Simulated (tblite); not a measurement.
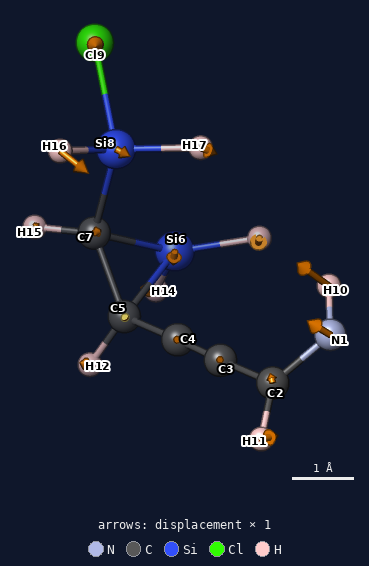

A relaxation of C5H8ClNSi2. The starting structure is drawn; orange arrows show the displacements, at their true length. The two geometries are superimposed by the best rigid fit.

A ball-and-stick model, seen from a free direction.

Theory: GFN2-xTB geometry optimisation, gas phase in tblite 0.8.0. 

**What happened in the run?**

The largest move after the best rigid fit is that of an H atom, 1.01 Å. By element the largest moves are H 1.01 Å, N 0.62 Å, Cl 0.43 Å, Si 0.35 Å, C 0.18 Å. Some distances before and after: C–Si 1.819 → 1.889 Å, C–C 1.486 → 1.549 Å, C–C 1.437 → 1.408 Å, H–Si 1.482 → 1.452 Å. Bond angles that change, for instance: N–C–C 115.9° → 126.9°, Si–C–Si 113.3° → 123.8°, C–Si–H 106.4° → 115.7°. After 107 geometry steps the energy has fallen by 14.0 kcal/mol. Cost: 2 s on 1 thread of Arm Neoverse N1, with other jobs on the host.
